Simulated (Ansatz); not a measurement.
# GeH₃ (doublet): B2PLYP, RPA-PBE over vertical spin and charge gaps and displaced geometries, cc-pVTZ

Aim: run GeH₃ (doublet) with these functionals over vertical spin and charge gaps and displaced geometries, and hold them against the top wave-function level at the same points.

Computed with Ansatz 0.2.0, Gaussian basis. Level: cc-pVTZ, all electrons in the functionals, frozen cores in the correlation of double hybrids and RPA.

To be run: B2PLYP, RPA-PBE, at charge 0, doublet; charge 0, quartet; charge 1, singlet; charge 1, triplet; displaced geometry v1; displaced geometry v2 (not every functional at every point).

26 further runs of the same task are left out: 1 for a mislabelled method, 2 for a known fault of the program, 6 that didn't finish, 17 set aside as unsound or not needed.

**1. What is computed**

The geometry is a PBE0/def2-TZVP stationary point (not a proven minimum). No spin-orbit coupling is included. The filled d shell of Ge may be among the frozen orbitals whatever the setting's name suggests; the logs give the count.

4 atoms, charge 0, spin multiplicity 2.

Atoms are counted from 1 here; the program's logs count them from 0.

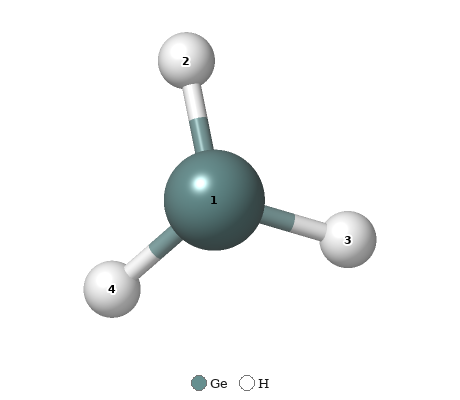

The geometry (germanium teal, hydrogen white); atoms are numbered from 1 in the order of the file.

No dispersion term is added.

The geometry shown and the zero of energy belong to the point charge 0, doublet. The yardstick, UCCSDT(Q), and other wave-function levels (R restricted, U unrestricted, valence and pair active spaces) come from earlier runs.

**2. B2PLYP, charge 0, doublet**

Input file in.yaml:

```yaml
crystal:
  periodic: [false, false, false]
  atoms:
    - {symbol: Ge, position_ang: [0.000034, -0.000003, -0.018730]}
    - {symbol: H, position_ang: [1.465006, 0.016889, 0.452573]}
    - {symbol: H, position_ang: [-0.748285, 1.261093, 0.448403]}
    - {symbol: H, position_ang: [-0.719150, -1.277779, 0.448837]}
basis:
  gaussian: {orbitals: cc-pVTZ}
magnetization: {spin_polarized: true, initial_magnetization: 1}
hamiltonian: {xc: {name: B2PLYP}}
correlation: {electrons: outside_noble_gas}
```

Run with:

```
> ansatz run in.yaml --threads 1 --pin off --events-out ev --progress --plain --max-ram 2393MiB
```

The program printed:

```text
Functional definition: B2PLYP
  name "B2PLYP"
  cite "Grimme, J. Chem. Phys. 124, 034108 (2006) doi:10.1063/1.2148954"
  cite "Becke, Phys. Rev. A 38, 3098 (1988) doi:10.1103/PhysRevA.38.3098"
  cite "Lee, Yang & Parr, Phys. Rev. B 37, 785 (1988) doi:10.1103/PhysRevB.37.785"
  parameter a = 0.53
  parameter c = 0.27
  exchange = (1 - a)*b88_x + a*exact_x
  correlation = (1 - c)*lyp_c + c*(mp2_os + mp2_ss)
505 factors; integrals over basis functions are off by at most 8.8e-4 eV
mean field evaluation 1: about -56553.9708 eV, gradient 6.3e0 eV
mean field evaluation 2: about -56553.9810 eV, gradient 6.3e0 eV
mean field evaluation 4: about -56554.1999 eV, gradient 9.3e-1 eV
mean field evaluation 8: about -56554.2052 eV, gradient 2.1e-2 eV
mean field evaluation 16: about -56554.2052 eV, gradient 6.1e-6 eV
mean field -56554.20520275 eV, -2078.3287073839 hartree, gradient 6.1e-6 eV, S^2 0.752363; 0 other end points of the search recorded, 0 dependent functions left out
14 core orbitals not correlated: weight in the atoms' cores, before any rotation towards them, 0.999 or more for the frozen orbitals, at most 0.001 for the correlated occupied ones
reference -56554.20532931 eV, -2078.3287120349 hartree; 4, 3 occupied and 67, 68 virtual orbitals, 505 factors
second order -3.78875309 eV of doubles, -0.00000000 eV of singles
Total energy: -56555.22829264 eV, -2078.3663052441 hartree
```

It took 1.8 s on 1 thread of Intel Xeon Platinum 8488C, shared host.

From the report: ⟨S²⟩ of the determinant 0.752 (pure doublet: 0.75).

**3. B2PLYP, charge 0, quartet**

in.yaml, as its differences from that of step 2:

```diff
@@ -9,3 +9,3 @@
   gaussian: {orbitals: cc-pVTZ}
-magnetization: {spin_polarized: true, initial_magnetization: 1}
+magnetization: {spin_polarized: true, initial_magnetization: 3}
 hamiltonian: {xc: {name: B2PLYP}}
```

Launched as before.

The program printed, cut to the lines that bear on the results:

```text
Functional definition: B2PLYP
  name "B2PLYP"
  cite "Grimme, J. Chem. Phys. 124, 034108 (2006) doi:10.1063/1.2148954"
  cite "Becke, Phys. Rev. A 38, 3098 (1988) doi:10.1103/PhysRevA.38.3098"
  cite "Lee, Yang & Parr, Phys. Rev. B 37, 785 (1988) doi:10.1103/PhysRevB.37.785"
[...]
505 factors; integrals over basis functions are off by at most 8.8e-4 eV
[...]
a density is far from that of the atoms, so the factors are made again for it
529 factors; integrals over basis functions are off by at most 8.5e-4 eV
[...]
mean field -56545.99493952 eV, -2078.0269857756 hartree, gradient 2.1e-6 eV, S^2 3.757246; 9 other end points of the search recorded, 0 dependent functions left out
14 core orbitals not correlated: weight in the atoms' cores, before any rotation towards them, 0.998 or more for the frozen orbitals, at most 0.001 for the correlated occupied ones
reference -56545.99506969 eV, -2078.0269905589 hartree; 5, 2 occupied and 66, 69 virtual orbitals, 529 factors
second order -3.57371926 eV of doubles, -0.00000000 eV of singles
Total energy: -56546.95997389 eV, -2078.0624501343 hartree
```

Run time: 18 s. Hardware: 1 thread of Intel Xeon Platinum 8488C, shared host.

From the report: ⟨S²⟩ of the determinant 3.757 (pure quartet: 3.75).

From charge 0, doublet: +797.8 kJ/mol.

**4. B2PLYP, charge 1, singlet**

in.yaml, as its differences from that of step 3:

```diff
@@ -9,3 +9,3 @@
   gaussian: {orbitals: cc-pVTZ}
-magnetization: {spin_polarized: true, initial_magnetization: 3}
+total_charge: 1
 hamiltonian: {xc: {name: B2PLYP}}
```

Same command.

The program printed, cut to the lines that bear on the results:

```text
Functional definition: B2PLYP
  name "B2PLYP"
  cite "Grimme, J. Chem. Phys. 124, 034108 (2006) doi:10.1063/1.2148954"
  cite "Becke, Phys. Rev. A 38, 3098 (1988) doi:10.1103/PhysRevA.38.3098"
  cite "Lee, Yang & Parr, Phys. Rev. B 37, 785 (1988) doi:10.1103/PhysRevB.37.785"
[...]
505 factors; integrals over basis functions are off by at most 8.8e-4 eV
[...]
mean field -56545.64708324 eV, -2078.0142022930 hartree, gradient 1.3e-6 eV, S^2 0.000000; 0 other end points of the search recorded, 0 dependent functions left out
14 core orbitals not correlated: weight in the atoms' cores, before any rotation towards them, 1.000 or more for the frozen orbitals, at most 0.000 for the correlated occupied ones
reference -56545.64721464 eV, -2078.0142071216 hartree; 3, 3 occupied and 68, 68 virtual orbitals, 505 factors
second order -3.43440569 eV of doubles, -0.00000000 eV of singles
Total energy: -56546.57450417 eV, -2078.0482843835 hartree
```

It took 1.4 s on 1 thread of Intel Xeon Platinum 8488C, shared host.

From charge 0, doublet: +835.0 kJ/mol.

**5. B2PLYP, charge 1, triplet**

in.yaml, as its differences from that of step 4:

```diff
@@ -10,2 +10,3 @@
 total_charge: 1
+magnetization: {spin_polarized: true, initial_magnetization: 2}
 hamiltonian: {xc: {name: B2PLYP}}
```

Launched as before.

The program printed, cut to the lines that bear on the results:

```text
Functional definition: B2PLYP
  name "B2PLYP"
  cite "Grimme, J. Chem. Phys. 124, 034108 (2006) doi:10.1063/1.2148954"
  cite "Becke, Phys. Rev. A 38, 3098 (1988) doi:10.1103/PhysRevA.38.3098"
  cite "Lee, Yang & Parr, Phys. Rev. B 37, 785 (1988) doi:10.1103/PhysRevB.37.785"
[...]
505 factors; integrals over basis functions are off by at most 8.8e-4 eV
[...]
mean field -56542.14034970 eV, -2077.8853322121 hartree, gradient 1.5e-7 eV, S^2 2.025043; 2 other end points of the search recorded, 0 dependent functions left out
14 core orbitals not correlated: weight in the atoms' cores, before any rotation towards them, 0.999 or more for the frozen orbitals, at most 0.001 for the correlated occupied ones
reference -56542.14047647 eV, -2077.8853368711 hartree; 4, 2 occupied and 67, 69 virtual orbitals, 505 factors
second order -2.99757076 eV of doubles, -0.00000000 eV of singles
Total energy: -56542.94982058 eV, -2077.9150797184 hartree
```

Wall time 7 s (1 thread of Intel Xeon Platinum 8488C, shared host).

From the report: ⟨S²⟩ of the determinant 2.025 (pure triplet: 2.00).

From charge 0, doublet: +1184.7 kJ/mol.

**6. B2PLYP, displaced geometry v1**

Input file in.yaml:

```yaml
crystal:
  periodic: [false, false, false]
  atoms:
    - {symbol: Ge, position_ang: [0.000158, -0.000101, -0.017546]}
    - {symbol: H, position_ang: [1.464297, 0.000648, 0.442604]}
    - {symbol: H, position_ang: [-0.701030, 1.304162, 0.395821]}
    - {symbol: H, position_ang: [-0.774672, -1.297524, 0.426057]}
basis:
  gaussian: {orbitals: cc-pVTZ}
magnetization: {spin_polarized: true, initial_magnetization: 1}
hamiltonian: {xc: {name: B2PLYP}}
correlation: {electrons: outside_noble_gas}
```

Launched as before.

The program printed, cut to the lines that bear on the results:

```text
Functional definition: B2PLYP
  name "B2PLYP"
  cite "Grimme, J. Chem. Phys. 124, 034108 (2006) doi:10.1063/1.2148954"
  cite "Becke, Phys. Rev. A 38, 3098 (1988) doi:10.1103/PhysRevA.38.3098"
  cite "Lee, Yang & Parr, Phys. Rev. B 37, 785 (1988) doi:10.1103/PhysRevB.37.785"
[...]
505 factors; integrals over basis functions are off by at most 9.1e-4 eV
[...]
mean field -56554.18480538 eV, -2078.3279577946 hartree, gradient 3.6e-6 eV, S^2 0.752459; 0 other end points of the search recorded, 0 dependent functions left out
14 core orbitals not correlated: weight in the atoms' cores, before any rotation towards them, 0.999 or more for the frozen orbitals, at most 0.001 for the correlated occupied ones
reference -56554.18493292 eV, -2078.3279624813 hartree; 4, 3 occupied and 67, 68 virtual orbitals, 505 factors
second order -3.79685081 eV of doubles, -0.00000000 eV of singles
Total energy: -56555.21008264 eV, -2078.3656360386 hartree
```

Wall time 1.9 s (1 thread of Intel Xeon Platinum 8488C, shared host).

From the report: ⟨S²⟩ of the determinant 0.752 (pure doublet: 0.75).

From charge 0, doublet: +1.8 kJ/mol.

**7. B2PLYP, displaced geometry v2**

Input file in.yaml:

```yaml
crystal:
  periodic: [false, false, false]
  atoms:
    - {symbol: Ge, position_ang: [0.003474, 0.001263, -0.019218]}
    - {symbol: H, position_ang: [1.303572, 0.026528, 0.463679]}
    - {symbol: H, position_ang: [-0.833098, 1.238309, 0.451329]}
    - {symbol: H, position_ang: [-0.720855, -1.355833, 0.469977]}
basis:
  gaussian: {orbitals: cc-pVTZ}
magnetization: {spin_polarized: true, initial_magnetization: 1}
hamiltonian: {xc: {name: B2PLYP}}
correlation: {electrons: outside_noble_gas}
```

Launched as before.

The program printed, cut to the lines that bear on the results:

```text
Functional definition: B2PLYP
  name "B2PLYP"
  cite "Grimme, J. Chem. Phys. 124, 034108 (2006) doi:10.1063/1.2148954"
  cite "Becke, Phys. Rev. A 38, 3098 (1988) doi:10.1103/PhysRevA.38.3098"
  cite "Lee, Yang & Parr, Phys. Rev. B 37, 785 (1988) doi:10.1103/PhysRevB.37.785"
[...]
504 factors; integrals over basis functions are off by at most 1.1e-3 eV
[...]
mean field -56553.91430379 eV, -2078.3180170445 hartree, gradient 4.9e-6 eV, S^2 0.752333; 0 other end points of the search recorded, 0 dependent functions left out
14 core orbitals not correlated: weight in the atoms' cores, before any rotation towards them, 0.999 or more for the frozen orbitals, at most 0.001 for the correlated occupied ones
reference -56553.91443112 eV, -2078.3180217238 hartree; 4, 3 occupied and 67, 68 virtual orbitals, 504 factors
second order -3.78442981 eV of doubles, -0.00000000 eV of singles
Total energy: -56554.93622717 eV, -2078.3555720359 hartree
```

Run time: 2.8 s. Hardware: 1 thread of Intel Xeon Platinum 8488C, shared host.

From the report: ⟨S²⟩ of the determinant 0.752 (pure doublet: 0.75).

From charge 0, doublet: +28.2 kJ/mol.

**8. RPA-PBE, charge 0, doublet**

Input file in.yaml:

```yaml
crystal:
  periodic: [false, false, false]
  atoms:
    - {symbol: Ge, position_ang: [0.000034, -0.000003, -0.018730]}
    - {symbol: H, position_ang: [1.465006, 0.016889, 0.452573]}
    - {symbol: H, position_ang: [-0.748285, 1.261093, 0.448403]}
    - {symbol: H, position_ang: [-0.719150, -1.277779, 0.448837]}
basis:
  gaussian: {orbitals: cc-pVTZ}
magnetization: {spin_polarized: true, initial_magnetization: 1}
hamiltonian: {xc: {name: PBE}}
correlation: {method: rpa, electrons: outside_noble_gas}
```

Launched as before.

The program printed, cut to the lines that bear on the results:

```text
Functional definition: PBE
  name "PBE"
  cite "Perdew, Burke & Ernzerhof, Phys. Rev. Lett. 77, 3865 (1996) doi:10.1103/PhysRevLett.77.3865"
  parent pbe
[...]
505 factors; integrals over basis functions are off by at most 8.8e-4 eV
[...]
mean field -56557.76010210 eV, -2078.4593475255 hartree, gradient 1.1e-6 eV, S^2 0.751816; 0 other end points of the search recorded, 0 dependent functions left out
14 core orbitals not correlated: weight in the atoms' cores, before any rotation towards them, 0.998 or more for the frozen orbitals, at most 0.001 for the correlated occupied ones
reference -56520.28802416 eV, -2077.0822740607 hartree; 4, 3 occupied and 67, 68 virtual orbitals, 505 factors
Total energy: -56527.17790197 eV, -2077.3354724002 hartree
```

Run time: 1.5 s. Hardware: 1 thread of Intel Xeon Platinum 8488C, shared host.

From the report: ⟨S²⟩ of the determinant 0.752 (pure doublet: 0.75).

**9. RPA-PBE, charge 0, quartet**

in.yaml, as its differences from that of step 8:

```diff
@@ -9,3 +9,3 @@
   gaussian: {orbitals: cc-pVTZ}
-magnetization: {spin_polarized: true, initial_magnetization: 1}
+magnetization: {spin_polarized: true, initial_magnetization: 3}
 hamiltonian: {xc: {name: PBE}}
```

The command is unchanged.

The program printed, cut to the lines that bear on the results:

```text
Functional definition: PBE
  name "PBE"
  cite "Perdew, Burke & Ernzerhof, Phys. Rev. Lett. 77, 3865 (1996) doi:10.1103/PhysRevLett.77.3865"
  parent pbe
[...]
505 factors; integrals over basis functions are off by at most 8.8e-4 eV
[...]
a density is far from that of the atoms, so the factors are made again for it
527 factors; integrals over basis functions are off by at most 8.5e-4 eV
[...]
mean field -56549.95406348 eV, -2078.1724808975 hartree, gradient 6.8e-6 eV, S^2 3.752832; 16 other end points of the search recorded, 0 dependent functions left out
14 core orbitals not correlated: weight in the atoms' cores, before any rotation towards them, 0.997 or more for the frozen orbitals, at most 0.001 for the correlated occupied ones
reference -56512.06035578 eV, -2076.7799128248 hartree; 5, 2 occupied and 66, 69 virtual orbitals, 527 factors
Total energy: -56518.95909014 eV, -2077.0334366361 hartree
```

Wall time 22 s (1 thread of Intel Xeon Platinum 8488C, shared host).

From the report: ⟨S²⟩ of the determinant 3.753 (pure quartet: 3.75).

From charge 0, doublet: +793.0 kJ/mol.

**10. RPA-PBE, charge 1, singlet**

in.yaml, as its differences from that of step 9:

```diff
@@ -9,3 +9,3 @@
   gaussian: {orbitals: cc-pVTZ}
-magnetization: {spin_polarized: true, initial_magnetization: 3}
+total_charge: 1
 hamiltonian: {xc: {name: PBE}}
```

Launched as before.

The program printed, cut to the lines that bear on the results:

```text
Functional definition: PBE
  name "PBE"
  cite "Perdew, Burke & Ernzerhof, Phys. Rev. Lett. 77, 3865 (1996) doi:10.1103/PhysRevLett.77.3865"
  parent pbe
[...]
505 factors; integrals over basis functions are off by at most 8.8e-4 eV
[...]
mean field -56549.04881027 eV, -2078.1392134554 hartree, gradient 3.6e-7 eV, S^2 0.000000; 0 other end points of the search recorded, 0 dependent functions left out
14 core orbitals not correlated: weight in the atoms' cores, before any rotation towards them, 0.999 or more for the frozen orbitals, at most 0.001 for the correlated occupied ones
reference -56512.01644659 eV, -2076.7782991917 hartree; 3, 3 occupied and 68, 68 virtual orbitals, 505 factors
Total energy: -56518.34340734 eV, -2077.0108107107 hartree
```

It took 1.2 s on 1 thread of Intel Xeon Platinum 8488C, shared host.

From charge 0, doublet: +852.4 kJ/mol.

**11. RPA-PBE, displaced geometry v1**

Input file in.yaml:

```yaml
crystal:
  periodic: [false, false, false]
  atoms:
    - {symbol: Ge, position_ang: [0.000158, -0.000101, -0.017546]}
    - {symbol: H, position_ang: [1.464297, 0.000648, 0.442604]}
    - {symbol: H, position_ang: [-0.701030, 1.304162, 0.395821]}
    - {symbol: H, position_ang: [-0.774672, -1.297524, 0.426057]}
basis:
  gaussian: {orbitals: cc-pVTZ}
magnetization: {spin_polarized: true, initial_magnetization: 1}
hamiltonian: {xc: {name: PBE}}
correlation: {method: rpa, electrons: outside_noble_gas}
```

The command is unchanged.

The program printed, cut to the lines that bear on the results:

```text
Functional definition: PBE
  name "PBE"
  cite "Perdew, Burke & Ernzerhof, Phys. Rev. Lett. 77, 3865 (1996) doi:10.1103/PhysRevLett.77.3865"
  parent pbe
[...]
505 factors; integrals over basis functions are off by at most 9.1e-4 eV
[...]
mean field -56557.74968210 eV, -2078.4589645977 hartree, gradient 3.8e-6 eV, S^2 0.751875; 0 other end points of the search recorded, 0 dependent functions left out
14 core orbitals not correlated: weight in the atoms' cores, before any rotation towards them, 0.998 or more for the frozen orbitals, at most 0.001 for the correlated occupied ones
reference -56520.26497826 eV, -2077.0814271395 hartree; 4, 3 occupied and 67, 68 virtual orbitals, 505 factors
Total energy: -56527.16542352 eV, -2077.3350138255 hartree
```

Run time: 1.5 s. Hardware: 1 thread of Intel Xeon Platinum 8488C, shared host.

From the report: ⟨S²⟩ of the determinant 0.752 (pure doublet: 0.75).

From charge 0, doublet: +1.2 kJ/mol.

**12. RPA-PBE, displaced geometry v2**

Input file in.yaml:

```yaml
crystal:
  periodic: [false, false, false]
  atoms:
    - {symbol: Ge, position_ang: [0.003474, 0.001263, -0.019218]}
    - {symbol: H, position_ang: [1.303572, 0.026528, 0.463679]}
    - {symbol: H, position_ang: [-0.833098, 1.238309, 0.451329]}
    - {symbol: H, position_ang: [-0.720855, -1.355833, 0.469977]}
basis:
  gaussian: {orbitals: cc-pVTZ}
magnetization: {spin_polarized: true, initial_magnetization: 1}
hamiltonian: {xc: {name: PBE}}
correlation: {method: rpa, electrons: outside_noble_gas}
```

The command is unchanged.

The program printed, cut to the lines that bear on the results:

```text
Functional definition: PBE
  name "PBE"
  cite "Perdew, Burke & Ernzerhof, Phys. Rev. Lett. 77, 3865 (1996) doi:10.1103/PhysRevLett.77.3865"
  parent pbe
[...]
504 factors; integrals over basis functions are off by at most 1.1e-3 eV
[...]
mean field -56557.46610859 eV, -2078.4485434633 hartree, gradient 1.2e-6 eV, S^2 0.751817; 0 other end points of the search recorded, 0 dependent functions left out
14 core orbitals not correlated: weight in the atoms' cores, before any rotation towards them, 0.997 or more for the frozen orbitals, at most 0.001 for the correlated occupied ones
reference -56519.98840742 eV, -2077.0712633487 hartree; 4, 3 occupied and 67, 68 virtual orbitals, 504 factors
Total energy: -56526.86814317 eV, -2077.3240889742 hartree
```

It took 1.7 s on 1 thread of Intel Xeon Platinum 8488C, shared host.

From the report: ⟨S²⟩ of the determinant 0.752 (pure doublet: 0.75).

From charge 0, doublet: +29.9 kJ/mol.

**13. The comparison**

The yardstick is UCCSDT(Q), where the cluster series has nearly closed. It comes from earlier runs at the same points. Energies in kJ/mol, counted from charge 0, doublet; blanks weren't run or aren't comparable.

| level | doublet to quartet | ionisation to the singlet cation | ionisation to the triplet cation | displacement v1 | displacement v2 |
| --- | --- | --- | --- | --- | --- |
| UCCSDT(Q) |  | 831.6 | 1190.8 | 1.3 | 29.5 |
| B2PLYP | 797.8 | 835.0 | 1184.7 | 1.8 | 28.2 |
| RPA-PBE | 793.0 | 852.4 |  | 1.2 | 29.9 |

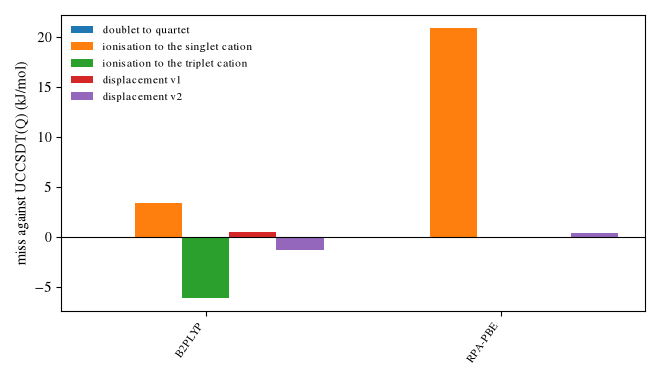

Misses of the gaps against UCCSDT(Q).

Largest miss and mean time a point (UCCSDT(Q) took 2 min a point; shared hosts):

| level | largest miss (kJ/mol) | where | time a point |
| --- | --- | --- | --- |
| B2PLYP | -6.1 | ionisation to the triplet cation | 5.4 s |
| RPA-PBE | +20.8 | ionisation to the singlet cation | 5.6 s |

**14. Results**

```
                                   quantity                                            value
ionisation to the singlet cation, UCCSDT(Q)                                     831.6 kJ/mol
ionisation to the triplet cation, UCCSDT(Q)                                    1190.8 kJ/mol
                 displacement v1, UCCSDT(Q)                                       1.3 kJ/mol
                 displacement v2, UCCSDT(Q)                                      29.5 kJ/mol
                       largest miss, B2PLYP   -6.1 kJ/mol (ionisation to the triplet cation)
                      largest miss, RPA-PBE  +20.8 kJ/mol (ionisation to the singlet cation)
```

What this shows: Misses are known at 4 of 5 points at best, and only functionals with that many are ranked. B2PLYP strays by up to 6.1 kJ/mol, at ionisation to the triplet cation. Functionals and the yardstick converge differently with the basis, so part of each miss in cc-pVTZ is the basis.
